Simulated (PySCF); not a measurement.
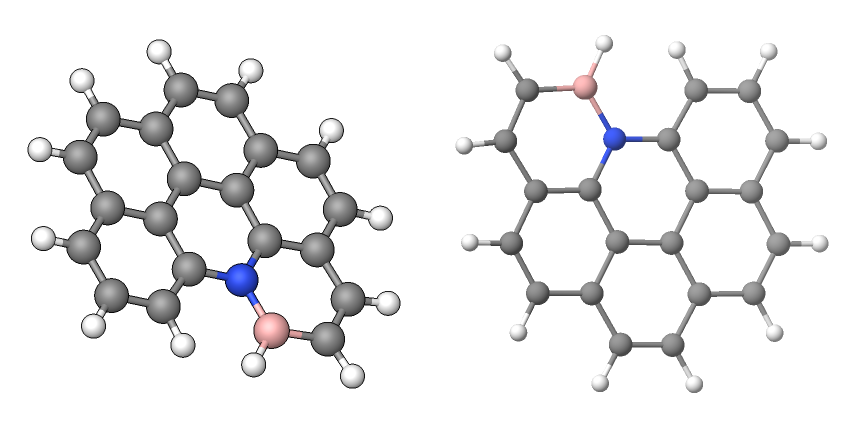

Two views of one molecule. Colours: boron pink, carbon grey, nitrogen blue, hydrogen white.

The geometry was computed by an optimisation with GFN2-xTB. No frequency run is at hand to confirm it as a minimum.

Describe the molecule.

The molecule is C20H12BN. Its SMILES string is `B1C=Cc2ccc3ccc4ccc5cccc6c5c4c3c2N16`. Independent rings (smallest set): 6 of 6 members, 4 of them aromatic. Among its groups: alkene, B–H bond. This geometry has Cs symmetry. All atoms lie on one plane.

More results for the same structure follow; atom numbers are the same in all pictures, views and colours differ.

**Charges**

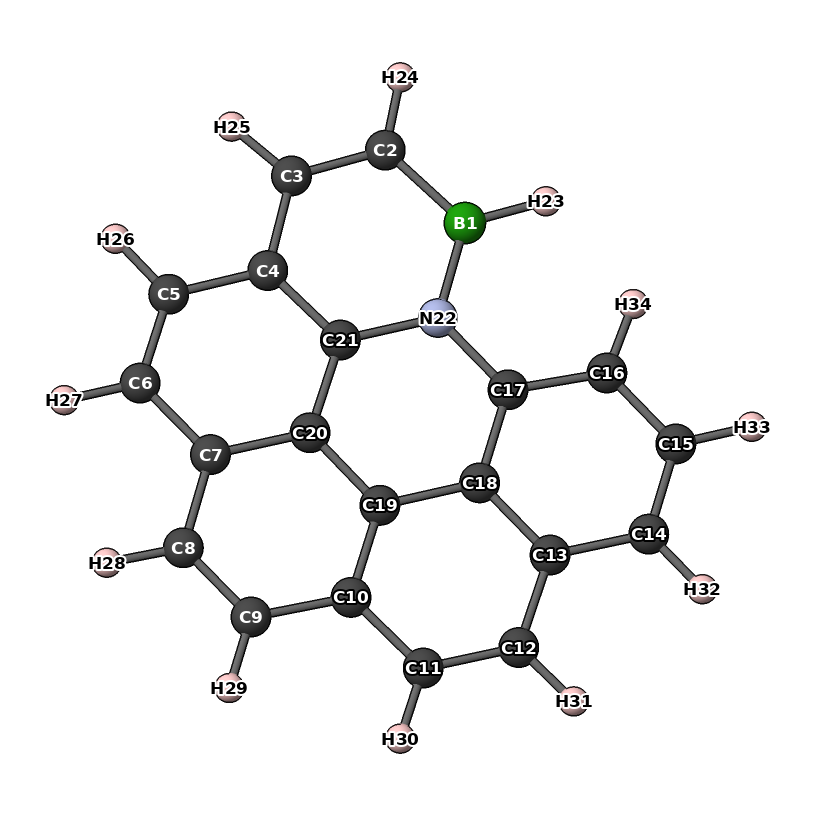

The questions are on ESP-fitted charges. No frequency run is at hand to confirm it as a minimum. Properties computed with CAM-B3LYP/def2-SVP, gas phase (PySCF 2.14.0).

Which atom carries the highest charge (most positive or least negative)?

C7, C13 (0.18 e).

And the lowest?

C2 (−0.32 e).

List the ESP-fitted charges.

```json
{"atom": "B1", "value (e)": "0.12"}
{"atom": "C2", "value (e)": "−0.32"}
{"atom": "C3", "value (e)": "−0.04"}
{"atom": "C4", "value (e)": "−0.02"}
{"atom": "C5", "value (e)": "−0.13"}
{"atom": "C6", "value (e)": "−0.26"}
{"atom": "C7", "value (e)": "0.18"}
{"atom": "C8", "value (e)": "−0.20"}
{"atom": "C9", "value (e)": "−0.20"}
{"atom": "C10", "value (e)": "0.13"}
{"atom": "C11", "value (e)": "−0.19"}
{"atom": "C12", "value (e)": "−0.22"}
{"atom": "C13", "value (e)": "0.18"}
{"atom": "C14", "value (e)": "−0.25"}
{"atom": "C15", "value (e)": "−0.07"}
{"atom": "C16", "value (e)": "−0.23"}
{"atom": "C17", "value (e)": "0.10"}
{"atom": "C18", "value (e)": "−0.03"}
{"atom": "C19", "value (e)": "0.01"}
{"atom": "C20", "value (e)": "−0.09"}
{"atom": "C21", "value (e)": "0.13"}
{"atom": "N22", "value (e)": "0.00"}
{"atom": "H23", "value (e)": "−0.07"}
{"atom": "H24", "value (e)": "0.13"}
{"atom": "H25", "value (e)": "0.11"}
{"atom": "H26", "value (e)": "0.13"}
{"atom": "H27", "value (e)": "0.14"}
{"atom": "H28", "value (e)": "0.13"}
{"atom": "H29", "value (e)": "0.14"}
{"atom": "H30", "value (e)": "0.14"}
{"atom": "H31", "value (e)": "0.14"}
{"atom": "H32", "value (e)": "0.14"}
{"atom": "H33", "value (e)": "0.12"}
{"atom": "H34", "value (e)": "0.15"}
```

**Dipole moment**

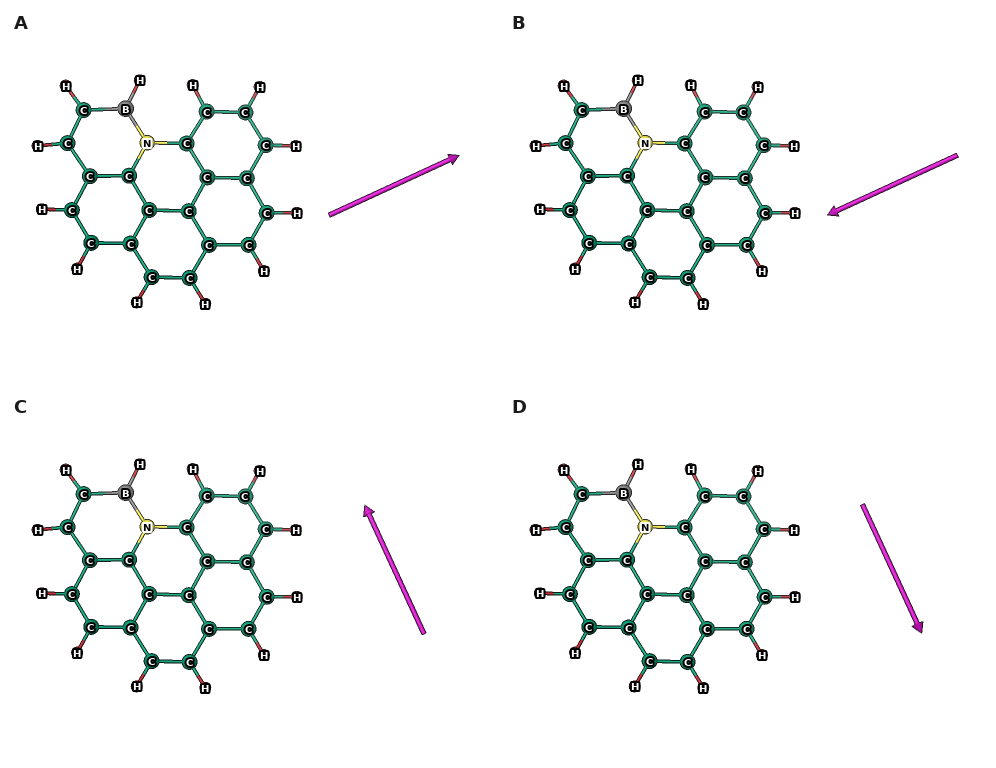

The same molecule four times, each with an arrow. No frequency run is at hand to confirm it as a minimum. Level of theory: KT3/pcSseg-1, gas phase (PySCF 2.14.0).

Which arrow points along the dipole moment, from the negative to the positive end?

D. The dipole moment is 1.36 D.

**Ring current**

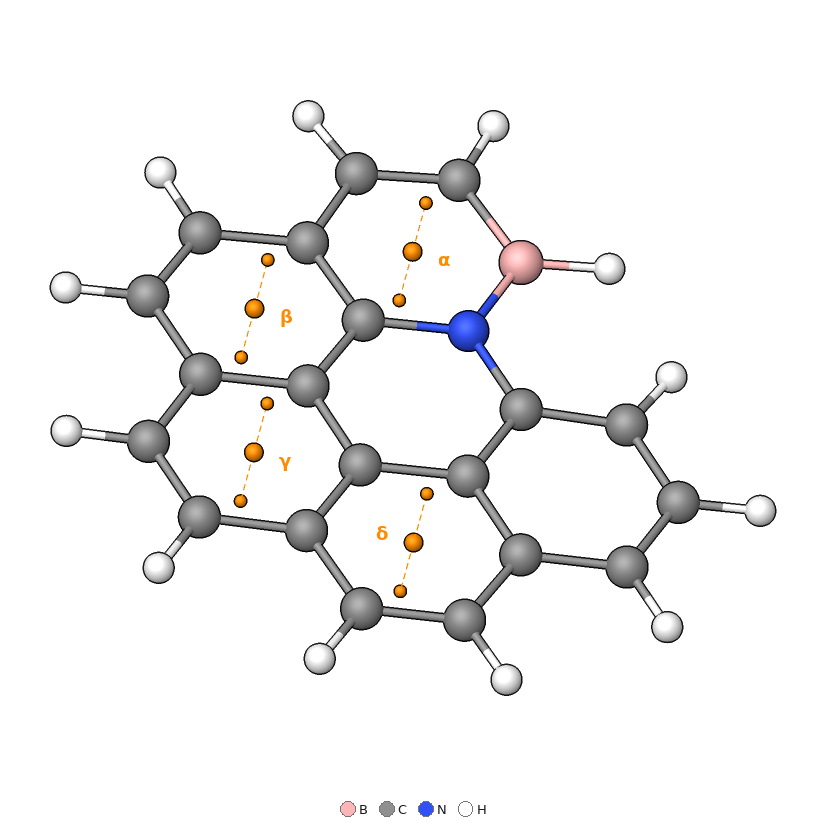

The small points mark where nucleus-independent chemical shifts (NICS) were computed: at the centre of each lettered ring and 1 Å above and below it. No frequency run is at hand to confirm it as a minimum. Method: GIAO KT3/pcSseg-1 NMR shielding, non-relativistic, gas phase (PySCF 2.14.0).

Give NICS(0), NICS(1) and the out-of-plane component NICS(1)zz for each ring (means of the two sides).

| ring | members | NICS(0) | NICS(1) | NICS(1)zz |
| --- | --- | --- | --- | --- |
| α | C4BN | −5.5 | −8.1 | −18.7 |
| β | C6 | −6.5 | −9.0 | −19.6 |
| γ | C6 | −9.1 | −11.6 | −27.6 |
| δ | C6 | −5.0 | −8.3 | −17.7 |

Values in ppm.

What do the values say about the ring currents?

Ring α: diatropic, as in an aromatic ring. Ring β: diatropic, as in an aromatic ring. Ring γ: diatropic, as in an aromatic ring. Ring δ: diatropic, as in an aromatic ring. NICS is one index among several.

The geometry is semi-empirical. Around B such bond lengths and angles can be off by a tenth of an ångström or more and by several degrees, and values that hang on the shape move with them.
